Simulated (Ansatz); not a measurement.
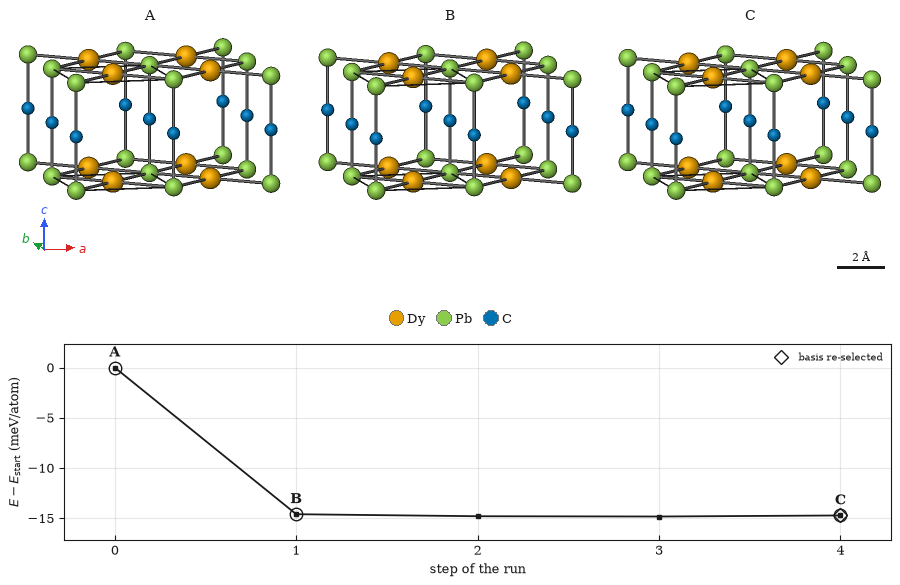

Frames of a relaxation of crystalline DyPbC (a generated structure, set up in P4/mmm), marked on the history of the run. The picture is a ball-and-stick view of the cell of the calculation, repeated 2 × 2 × 1 with one cell outlined, seen slightly off an axis.

All numbers below come from DFT PBE, scalar-relativistic, plane waves, PAW; 4f electrons in the core of a trivalent norm-conserving potential (Ansatz). Set-up: plane-wave cutoff 630 eV; k-point mesh 12 × 12 × 10; occupations gaussian; smearing width 0.1 eV; no spin polarisation; cell and atoms relaxed; force threshold 0.01 eV/Å; at most 80 steps.

**What happens along the run?**

The energy falls by 14.7 meV per atom in 3 accepted moves (4 points after the start). All forces vanish by symmetry, so only the cell relaxes. The pressure goes from −1.04 to 0.00 GPa. At 1 point the geometry stayed and the basis and grid were re-selected for the new cell (energy shift of 0.1 meV per atom at most each time). The atoms keep their places relative to the cell (all moves are under 0.005 Å). The drawn cell changes as follows: a = b 4.314 → 4.332 Å (+0.4 %), c 4.683 → 4.523 Å (−3.4 %); the volume changes by −2.6 %. Among the contacts that change: C–Pb 2.341 → 2.261 Å, Dy–Pb 3.050 → 3.063 Å. The space group stays P4/mmm (No. 123). Cost: 2.8 min on 1 thread of Arm Neoverse V2, with other jobs on the host, peak memory 0.67 GiB. From step 0 to 1: volume −2.0 %, energy −14.6 meV per atom. From step 1 to 4: volume −0.6 %, energy −0.1 meV per atom.

```
step  E − E(0), meV/atom  pressure, GPa  volume, Å³/atom                      note
   0                0.00          -1.04           29.046                          
   1              -14.60          -0.31           28.469                          
   2              -14.80           0.16           28.204                          
   3              -14.83           0.00           28.290                          
   4              -14.72           0.00           28.290  same geometry, new basis
```
